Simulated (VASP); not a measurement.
# Ga2CoO4 with r2SCAN: from relaxation to properties, part 3 of 7

Wanted: the relaxed cell of Ga2CoO4 and its properties. The start is a computed cell from the Materials Project.

VASP 6.6.1; r2SCAN, spin-polarised from a ferromagnetic start; plane waves and PAW (Ga_d, Co, O).

Still holding for the runs below: The magnetic state follows from one typed start and may not be the lowest. The valence top and the conduction bottom belong to opposite spins.

So far, gap on the k-mesh (eV): step 2 (full relaxation (r2SCAN)) 1.52.

### 4. Band structure (r2SCAN)

Levels along the symmetry lines show where the bands peak and cross; KPOINTS_OPT computes them in the converged potential.

File INCAR:

```
SYSTEM = Ga2CoO4
PREC = Accurate
ENCUT = 520
EDIFF = 1E-06
NELM = 100
ISMEAR = 0
SIGMA = 0.05
LREAL = .FALSE.
ALGO = Normal
METAGGA = R2SCAN
LASPH = .TRUE.
NBANDS = 102
ISPIN = 2
MAGMOM = 0.01 0.01 0.01 0.01 2.653 2.653 0.055 0.055 0.055 0.055 0.055 0.055 0.055 0.055
LMAXMIX = 4
LORBIT = 11
LWAVE = .FALSE.
LCHARG = .FALSE.
KPAR = 8
```

File POSCAR:

```
Ga2CoO4
1.0
    0.0000000000      4.1766875815      4.1766875815
    4.1766875815      0.0000000000      4.1766875815
    4.1766875815      4.1766875815      0.0000000000
Ga Co O
4 2 8
Direct
    0.1250000000      0.6250000000      0.6250000000
    0.6250000000      0.6250000000      0.6250000000
    0.6250000000      0.1250000000      0.6250000000
    0.6250000000      0.6250000000      0.1250000000
    0.2500000000      0.2500000000      0.2500000000
    0.0000000000      0.0000000000      0.0000000000
    0.8634774302      0.4095677193      0.8634774302
    0.3865225698      0.3865225698      0.3865225698
    0.8404322807      0.3865225698      0.3865225698
    0.3865225698      0.3865225698      0.8404322807
    0.8634774302      0.8634774302      0.4095677193
    0.4095677193      0.8634774302      0.8634774302
    0.3865225698      0.8404322807      0.3865225698
    0.8634774302      0.8634774302      0.8634774302
```

File KPOINTS:

```
Automatic mesh
0
Gamma
6 6 6
0 0 0
```

File KPOINTS_OPT:

```
Line mode
12
Line-mode
Reciprocal
  0.00000000   0.00000000   0.00000000 GAMMA
  0.50000000   0.00000000   0.50000000 X

  0.50000000   0.00000000   0.50000000 X
  0.50000000   0.25000000   0.75000000 W

  0.50000000   0.25000000   0.75000000 W
  0.37500000   0.37500000   0.75000000 K

  0.37500000   0.37500000   0.75000000 K
  0.00000000   0.00000000   0.00000000 GAMMA

  0.00000000   0.00000000   0.00000000 GAMMA
  0.50000000   0.50000000   0.50000000 L

  0.50000000   0.50000000   0.50000000 L
  0.62500000   0.25000000   0.62500000 U

  0.62500000   0.25000000   0.62500000 U
  0.50000000   0.25000000   0.75000000 W

  0.50000000   0.25000000   0.75000000 W
  0.50000000   0.50000000   0.50000000 L

  0.50000000   0.50000000   0.50000000 L
  0.37500000   0.37500000   0.75000000 K

  0.62500000   0.25000000   0.62500000 U
  0.50000000   0.00000000   0.50000000 X
```

The projector-augmented-wave data sets are Ga_d, Co and O (PBE family, release 64).

Launch:

```
mpirun -np 8 vasp_std
```

Output:

```text
[banner, memory and clock lines left out]
running    8 mpi-ranks, on    1 nodes
 distrk:  each k-point on    1 cores,    8 groups
 distr:  one band on    1 cores,    1 groups

 POSCAR found type information on POSCAR GaCoO
 POSCAR found :  3 types and      14 ions
 [... a notice as in an earlier step ...]

 [... a notice as in an earlier step ...]

 LDA part: xc-table for (None), standard interpolation
 POSCAR, INCAR and KPOINTS ok, starting setup
 FFT: planning ... GRIDC
 FFT: planning ... GRID_SOFT
 FFT: planning ... GRID
 WAVECAR not read
 entering main loop
       N       E                     dE             d eps       ncg     rms          rms(c)
DAV:   1     0.156688111817E+04    0.15669E+04   -0.43649E+04  7992   0.201E+03
DAV:   2     0.201520518731E+03   -0.13654E+04   -0.11383E+04  6536   0.601E+02
DAV:   3    -0.154218608282E+03   -0.35574E+03   -0.33160E+03  7344   0.221E+02
DAV:   4    -0.186073240978E+03   -0.31855E+02   -0.30985E+02  7552   0.692E+01
DAV:   5    -0.187152280657E+03   -0.10790E+01   -0.10759E+01  8692   0.138E+01    0.370E+01
DAV:   6    -0.177024318485E+03    0.10128E+02   -0.13703E+02  9514   0.782E+01    0.923E+01
DAV:   7    -0.142063430400E+03    0.34961E+02   -0.42191E+01  8348   0.799E+01    0.163E+01
DAV:   8    -0.144992883876E+03   -0.29295E+01   -0.12679E+01  7604   0.214E+01    0.143E+01
DAV:   9    -0.145687198974E+03   -0.69432E+00   -0.15379E+00  8424   0.541E+00    0.517E+00
DAV:  10    -0.145867268213E+03   -0.18007E+00   -0.12497E-01  9032   0.273E+00    0.219E+00
DAV:  11    -0.145917802363E+03   -0.50534E-01   -0.58497E-02  7340   0.114E+00    0.140E+00
DAV:  12    -0.145928878279E+03   -0.11076E-01   -0.73242E-03  9472   0.569E-01    0.426E-01
DAV:  13    -0.145928958215E+03   -0.79936E-04   -0.14391E-03  8098   0.247E-01    0.173E-01
DAV:  14    -0.145928987273E+03   -0.29058E-04   -0.27150E-04  9224   0.951E-02    0.881E-02
DAV:  15    -0.145928983666E+03    0.36076E-05   -0.59936E-05  8916   0.713E-02    0.197E-02
DAV:  16    -0.145928983916E+03   -0.25065E-06   -0.31545E-05  7152   0.245E-02    0.793E-03
DAV:  17    -0.145928976905E+03    0.70115E-05   -0.29255E-06  6632   0.770E-03    0.331E-03
DAV:  18    -0.145928977339E+03   -0.43405E-06   -0.57660E-07  4054   0.410E-03
   1 F= -.14592898E+03 E0= -.14592898E+03  d E =-.243754E-15  mag=     6.0000
 Start KPOINTS_OPT (optional k-point list driver)
k-point batch [1-16\120]
       N       E                     dE             ncg
DAV:   1     0.192705480902E+05   -0.10914E+05     7938
DAV:   2    -0.181352230003E+04   -0.21084E+05     6528
DAV:   3    -0.704718811537E+04   -0.52337E+04     7428
DAV:   4    -0.749706566412E+04   -0.44988E+03     7568
DAV:   5    -0.751136162575E+04   -0.14296E+02     8848
DAV:   6    -0.751181209907E+04   -0.45047E+00     9406
DAV:   7    -0.751183002124E+04   -0.17922E-01     9596
DAV:   8    -0.751183047485E+04   -0.45360E-03     9550
DAV:   9    -0.751183049168E+04   -0.16830E-04     8012
DAV:  10    -0.751183049227E+04   -0.59392E-06     5176
[...]
k-point batch [113-120\120]
       N       E                     dE             ncg
DAV:   1     0.330138734535E+05   -0.14099E+05     3966
DAV:   2     0.224413020049E+05   -0.10573E+05     3264
DAV:   3     0.198243861421E+05   -0.26169E+04     3736
DAV:   4     0.195987919183E+05   -0.22559E+03     3698
DAV:   5     0.195916014474E+05   -0.71905E+01     4464
DAV:   6     0.195913453533E+05   -0.25609E+00     4554
DAV:   7     0.195913368396E+05   -0.85137E-02     4896
DAV:   8     0.195913365954E+05   -0.24419E-03     4658
DAV:   9     0.195913365897E+05   -0.56840E-05     3938
DAV:  10     0.195913365894E+05   -0.29318E-06     2546
```

Elapsed: 14 min, on 8 MPI ranks of Intel Xeon 6975P-C (Granite Rapids), shared host; peak memory 6.5 GiB; 1.7 h of CPU time.

Parts of OUTCAR (step 4):

```text
 Found     16 irreducible k-points:

   k-points           NKPTS =     16   k-points in BZ     NKDIM =     16   number of bands    NBANDS=    102

   NELECT =     118.0000    total number of electrons

 E-fermi :   5.9327

 spin component 1
 k-point     1 :       0.0000    0.0000    0.0000
  band No.  band energies     occupation
    ...
     58       4.3783      1.00000
     59       4.3783      1.00000
     60       4.5445      1.00000
     61       4.5445      1.00000
     62       4.5445      1.00000
     63       7.1871      0.00000
     64      10.7678      0.00000
     65      10.7678      0.00000
     66      10.7678      0.00000
     67      12.0646      0.00000
    ...

 k-point     2 :       0.1667    0.0000    0.0000
  band No.  band energies     occupation
    ...
     58       4.3201      1.00000
     59       4.3702      1.00000
     60       4.3702      1.00000
     61       4.5416      1.00000
     62       4.5417      1.00000
     63       7.7452      0.00000
     64      11.0040      0.00000
     65      11.0248      0.00000
     66      11.0248      0.00000
     67      11.8433      0.00000
    ...

 k-point     3 :       0.3333    0.0000    0.0000
  band No.  band energies     occupation
    ...
     58       4.2340      1.00000
     59       4.3355      1.00000
     60       4.3356      1.00000
     61       4.5385      1.00000
     62       4.5385      1.00000
     63       8.8840      0.00000
     64      11.1637      0.00000
     65      11.5805      0.00000
     66      11.6509      0.00000
     67      11.6509      0.00000
    ...

 k-point     4 :       0.5000    0.0000    0.0000
  band No.  band energies     occupation
    ...
     58       4.1884      1.00000
     59       4.3061      1.00000
     60       4.3061      1.00000
     61       4.5378      1.00000
     62       4.5379      1.00000
     63       9.9278      0.00000
     64      10.3100      0.00000
     65      12.0995      0.00000
     66      12.0995      0.00000
     67      12.2148      0.00000
    ...

  Total       -0.0306076     -0.0306076     -0.0306076      0.0000000     -0.0000000     -0.0000000
  in kB       -0.3365224     -0.3365224     -0.3365224      0.0000000     -0.0000000     -0.0000000
  external PRESSURE =      -0.3365224 kB  Pullay stress =       0.0000000 kB

 POSITION                                       TOTAL-FORCE (eV/Angst)
 -----------------------------------------------------------------------------------
      5.22086      3.13252      3.13252         0.000000      0.000000     -0.000000
      5.22086      5.22086      5.22086         0.000000      0.000000     -0.000000
      3.13252      5.22086      3.13252         0.000000      0.000000     -0.000000
      3.13252      3.13252      5.22086         0.000000      0.000000     -0.000000
      2.08834      2.08834      2.08834         0.000000      0.000000     -0.000000
      0.00000      0.00000      0.00000         0.000000      0.000000     -0.000000
      5.31711      7.21295      5.31711         0.005615     -0.005615      0.005615
      3.22877      3.22877      3.22877         0.005615      0.005615      0.005615
      3.22877      5.12461      5.12461         0.005615     -0.005615     -0.005615
      5.12461      5.12461      3.22877        -0.005615     -0.005615      0.005615
      5.31711      5.31711      7.21295         0.005615      0.005615     -0.005615
      7.21295      5.31711      5.31711        -0.005615      0.005615      0.005615
      5.12461      3.22877      5.12461        -0.005615      0.005615     -0.005615
      7.21295      7.21295      7.21295        -0.005615     -0.005615     -0.005615
 -----------------------------------------------------------------------------------
    total drift:                                0.000000      0.000000      0.000000

  FREE ENERGIE OF THE ION-ELECTRON SYSTEM (eV)
  ---------------------------------------------------
  free  energy   TOTEN  =      -145.9289773389 eV

  energy  without entropy=     -145.9289773389  energy(sigma->0) =     -145.92897734

[... 10 parts as in an earlier step ...]

[... 9 further parts left out ...]
```

Spin-orbit coupling is off here; it would split degenerate levels.

Numbers from this step:

| Quantity | Value |
| --- | --- |
| SCF cycles | 18 |
| bands | 102 |
| Fermi energy | 5.933 eV |
| pressure | -0.03365 GPa |
| least gap on mesh and path | 1.514 eV |
| least direct gap on mesh and path | 1.938 eV |
| valence top at k | 0.4091, 0, 0.4091 |

Spin up. The electronic bands at the labelled points (eV, zero at the valence-band top; v1 is the highest filled band, c1 the lowest empty one):

```
    point     v4     v3     v2     v1    c1    c2    c3    c4
        Γ  -1.29  -1.13  -1.13  -1.13  1.51  5.09  5.09  5.09
        X  -1.30  -1.30  -1.21  -1.21  5.01  5.01  6.78  6.78
        W  -1.41  -1.41  -1.22  -1.22  5.52  5.52  5.85  5.85
        K  -1.45  -1.42  -1.27  -1.12  5.20  5.37  5.65  6.72
        Γ  -1.29  -1.13  -1.13  -1.13  1.51  5.09  5.09  5.09
        L  -1.37  -1.37  -1.14  -1.14  4.25  4.64  6.43  6.43
        U  -1.45  -1.42  -1.27  -1.12  5.20  5.37  5.65  6.72
        W  -1.41  -1.41  -1.22  -1.22  5.52  5.52  5.85  5.85
        L  -1.37  -1.37  -1.14  -1.14  4.25  4.64  6.43  6.43
        K  -1.45  -1.42  -1.27  -1.12  5.20  5.37  5.65  6.72
jump to U  -1.45  -1.42  -1.27  -1.12  5.20  5.37  5.65  6.72
        X  -1.30  -1.30  -1.21  -1.21  5.01  5.01  6.78  6.78
```

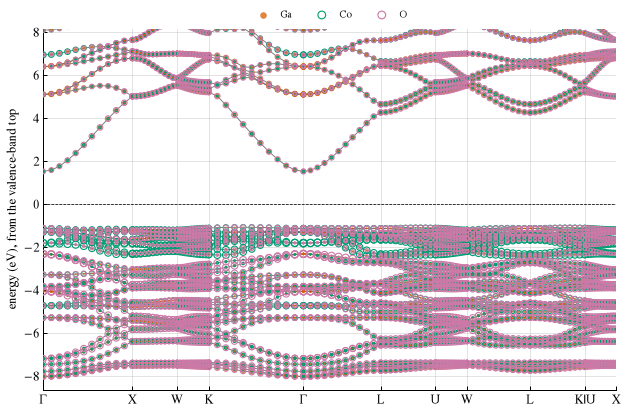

Electronic bands along the path; dots are coloured as in the legend, and their area grows with the weight.

Spin down. The electronic bands at the labelled points (eV, zero at the valence-band top; v1 is the highest filled band, c1 the lowest empty one):

```
    point     v4     v3     v2     v1    c1    c2    c3    c4
        Γ  -0.36  -0.36  -0.15  -0.15  1.79  2.06  2.06  2.06
        X  -0.41  -0.41  -0.02  -0.02  2.20  2.20  2.25  2.25
        W  -0.32  -0.32  -0.12  -0.12  2.13  2.13  2.42  2.42
        K  -0.36  -0.33  -0.11  -0.08  2.06  2.26  2.32  2.41
        Γ  -0.36  -0.36  -0.15  -0.15  1.79  2.06  2.06  2.06
        L  -0.29  -0.29  -0.17  -0.17  1.98  2.24  2.30  2.30
        U  -0.35  -0.33  -0.11  -0.08  2.06  2.26  2.32  2.41
        W  -0.32  -0.32  -0.12  -0.12  2.13  2.13  2.42  2.42
        L  -0.29  -0.29  -0.17  -0.17  1.98  2.24  2.30  2.30
        K  -0.36  -0.33  -0.11  -0.08  2.06  2.26  2.32  2.41
jump to U  -0.35  -0.33  -0.11  -0.08  2.06  2.26  2.32  2.41
        X  -0.41  -0.41  -0.02  -0.02  2.20  2.20  2.25  2.25
```

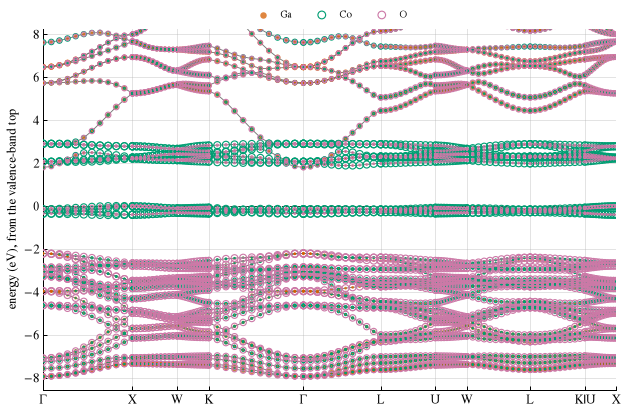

Electronic bands along the path; dots are coloured as in the legend, and their area grows with the weight.

The path finds the gap of the mesh within 0.02 eV, so the mesh comes close to both band edges.

### 5. Total and projected DOS (r2SCAN)

A density of states needs more k-points than a total energy; ISMEAR = -5 takes tetrahedra, and LORBIT projects the states on the PAW spheres. The mesh is finer than in the run before.

INCAR: that of step 4 with these lines changed.

```diff
@@ -5,3 +5,3 @@
 NELM = 100
-ISMEAR = 0
+ISMEAR = -5
 SIGMA = 0.05
@@ -19 +19,2 @@
 KPAR = 8
+NEDOS = 2001
```

POSCAR is that of step 4.

File KPOINTS:

```
Automatic mesh
0
Gamma
8 8 8
0 0 0
```

Launch:

```
mpirun -np 8 vasp_std
```

Output:

```text
[... set-up lines as in an earlier step ...]
 entering main loop
       N       E                     dE             d eps       ncg     rms          rms(c)
DAV:   1     0.157283863432E+04    0.15728E+04   -0.43228E+04 14320   0.201E+03
DAV:   2     0.203599188071E+03   -0.13692E+04   -0.11443E+04 11832   0.599E+02
DAV:   3    -0.154063626652E+03   -0.35766E+03   -0.33259E+03 13360   0.221E+02
DAV:   4    -0.186063153784E+03   -0.32000E+02   -0.31135E+02 13570   0.691E+01
DAV:   5    -0.187155206795E+03   -0.10921E+01   -0.10870E+01 16028   0.138E+01    0.368E+01
DAV:   6    -0.176088216388E+03    0.11067E+02   -0.13432E+02 17242   0.779E+01    0.912E+01
DAV:   7    -0.142109119109E+03    0.33979E+02   -0.41996E+01 15190   0.796E+01    0.158E+01
DAV:   8    -0.144902680561E+03   -0.27936E+01   -0.12249E+01 13854   0.213E+01    0.137E+01
DAV:   9    -0.145696996027E+03   -0.79432E+00   -0.15720E+00 15200   0.575E+00    0.494E+00
DAV:  10    -0.145869156289E+03   -0.17216E+00   -0.12621E-01 17018   0.272E+00    0.221E+00
DAV:  11    -0.145916945741E+03   -0.47789E-01   -0.59247E-02 13184   0.111E+00    0.138E+00
DAV:  12    -0.145928829775E+03   -0.11884E-01   -0.78063E-03 16894   0.625E-01    0.373E-01
DAV:  13    -0.145928892534E+03   -0.62759E-04   -0.15084E-03 14428   0.258E-01    0.188E-01
DAV:  14    -0.145928919663E+03   -0.27129E-04   -0.29209E-04 16868   0.101E-01    0.855E-02
DAV:  15    -0.145928917603E+03    0.20606E-05   -0.62373E-05 16934   0.752E-02    0.212E-02
DAV:  16    -0.145928915147E+03    0.24554E-05   -0.32894E-05 13376   0.271E-02    0.783E-03
DAV:  17    -0.145928908312E+03    0.68356E-05   -0.49698E-06 12636   0.101E-02    0.350E-03
DAV:  18    -0.145928909335E+03   -0.10228E-05   -0.73054E-07  7420   0.469E-03    0.153E-03
DAV:  19    -0.145928908978E+03    0.35675E-06   -0.10146E-07  6702   0.181E-03
   1 F= -.14592891E+03 E0= -.14592891E+03  d E =0.000000E+00  mag=     6.0000
```

The job ended after 7.2 min (8 MPI ranks; peak memory 6.5 GiB; 46 min of CPU time).

OUTCAR, selected parts (step 5):

```text
   k-points           NKPTS =     29   k-points in BZ     NKDIM =     29   number of bands    NBANDS=    102

   NELECT =     118.0000    total number of electrons

 E-fermi :   5.6888

 k-point     2 :       0.1250    0.0000    0.0000
  band No.  band energies     occupation
    ...
     58       4.3603      1.00000
     59       4.3739      1.00000
     60       4.3739      1.00000
     61       4.5427      1.00000
     62       4.5427      1.00000
     63       7.5208      0.00000
     64      10.9040      0.00000
     65      10.9153      0.00000
     66      10.9153      0.00000
     67      11.9455      0.00000
    ...

 k-point     3 :       0.2500    0.0000    0.0000
  band No.  band energies     occupation
    ...
     58       4.2777      1.00000
     59       4.3565      1.00000
     60       4.3565      1.00000
     61       4.5397      1.00000
     62       4.5397      1.00000
     63       8.2844      0.00000
     64      11.2639      0.00000
     65      11.3125      0.00000
     66      11.3125      0.00000
     67      11.5534      0.00000
    ...

  Total       -0.0327274     -0.0327274     -0.0327274      0.0000000      0.0000000      0.0000000
  in kB       -0.3598292     -0.3598292     -0.3598292      0.0000000      0.0000000      0.0000000
  external PRESSURE =      -0.3598292 kB  Pullay stress =       0.0000000 kB

 POSITION                                       TOTAL-FORCE (eV/Angst)
 -----------------------------------------------------------------------------------
      5.22086      3.13252      3.13252         0.000000      0.000000      0.000000
      5.22086      5.22086      5.22086         0.000000      0.000000      0.000000
      3.13252      5.22086      3.13252         0.000000      0.000000      0.000000
      3.13252      3.13252      5.22086         0.000000      0.000000      0.000000
      2.08834      2.08834      2.08834         0.000000      0.000000      0.000000
      0.00000      0.00000      0.00000         0.000000      0.000000      0.000000
      5.31711      7.21295      5.31711         0.005648     -0.005648      0.005648
      3.22877      3.22877      3.22877         0.005648      0.005648      0.005648
      3.22877      5.12461      5.12461         0.005648     -0.005648     -0.005648
      5.12461      5.12461      3.22877        -0.005648     -0.005648      0.005648
      5.31711      5.31711      7.21295         0.005648      0.005648     -0.005648
      7.21295      5.31711      5.31711        -0.005648      0.005648      0.005648
      5.12461      3.22877      5.12461        -0.005648      0.005648     -0.005648
      7.21295      7.21295      7.21295        -0.005648     -0.005648     -0.005648
 -----------------------------------------------------------------------------------
    total drift:                                0.000000      0.000000      0.000000

  FREE ENERGIE OF THE ION-ELECTRON SYSTEM (eV)
  ---------------------------------------------------
  free  energy   TOTEN  =      -145.9289089778 eV

  energy  without entropy=     -145.9289089778  energy(sigma->0) =     -145.92890898

[... 10 parts as in an earlier step ...]

[... 12 further parts left out ...]
```

This step gave:

```
SCF cycles           : 19
irreducible k-points : 29
free energy (TOTEN)  : -145.9289 eV
Fermi energy         : 5.689 eV
pressure             : -0.03598 GPa
valence top at k     : 0.375, 0.375, 0
gap on the k-mesh    : 1.512 eV
```

The density of states has structure finer than the step of the table below, so its rows give means over 1 eV, whole bins alone (the curve runs from -12.0 to 6.88 eV). Peaks (eV: height): total down -3.7: 14.2, -3.6: 11.9, -0.3: 14.2, -0.2: 12.6; total up -5.3: 11.4, -4.7: 13.8, -1.3: 14.8, -1.1: 13.1; O p up -5.3: 5.31, -4.7: 5.57, -4.0: 5.20, -1.3: 5.15; O p down -3.7: 8.74, -3.6: 7.12, -2.9: 6.91, -2.6: 4.88; Co d up -4.7: 5.12, -2.1: 3.37, -1.5: 8.17, -1.1: 6.19.

States under -12.0 eV and over 6.9 eV are left out. Table of density of states by energy, zero at the valence-band top; means over each step; 7 of 17 lines; values in states/eV/cell:

```
energy (eV)  total down  total up   O p up  O p down  Co d up  Co d down  Ga d down
         -9           0         0        0         0        0          0          0
         -8        1.47      2.74     1.08     0.574    0.102     0.0159     0.0393
         -7        3.42      2.83     1.21      1.46    0.248     0.0962     0.0803
         -6        2.70      2.52     1.18      1.31    0.224     0.0702     0.0678
         -5        3.82      6.54     2.97      2.13     1.60      0.118     0.0877
         -4        5.66      5.26     2.73      3.42    0.919      0.378      0.159
         -3        6.07      3.97     2.35      3.93    0.489      0.382      0.352
         -2       0.825      5.30     1.01     0.570     3.53     0.0223     0.0712
         -1           0      4.78     1.58         0     2.49          0          0
          0        3.99         0        0     0.336        0       3.37     0.0298
          1           0         0        0         0        0          0          0
          2        3.70    0.0599  0.00623     0.220   1.5e-5       2.82     0.0139
          3        2.46     0.194   0.0352     0.193   5.9e-4       1.97     0.0120
          4       0.380     0.419   0.0967    0.0872   7.2e-4    0.00995    0.00461
          5       0.546     0.887    0.206     0.145   0.0115    0.00500    0.00663
          6        2.34      2.71    0.638     0.582   0.0505     0.0897     0.0196
```

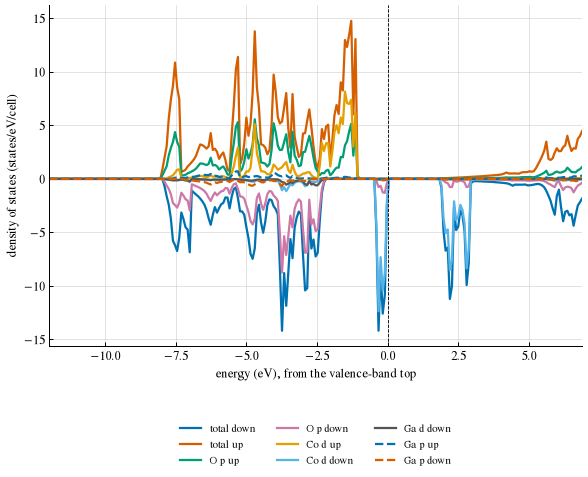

Density of states, plotted against energy. Down spins are drawn negative.

The gap on this mesh is 1.51 eV. In the top eV of the valence band the largest shares in the PAW spheres are Co d 84 % and O p 8 %; in the lowest eV of the conduction band, Co d 75 % and O p 6 %. The rest lies in smaller channels or between the spheres.

(Continued in part 4 of 7.)

[Lines on the potential files, build, host, timing and source positions are cut from VASP's logs without a mark.]

[Logs are printed without paths, hosts, clocks, repeated set-up lines and the standing remarks that a program may print on its own settings, such as how far it seeks lower states.]

[Hosts, paths, dates, database ids (printed as entryN), source tags and the programs' standing remarks are cut or masked in the printed files.]

[A measured line is paired with the nearest computed mode of its activity, which favours agreement.]
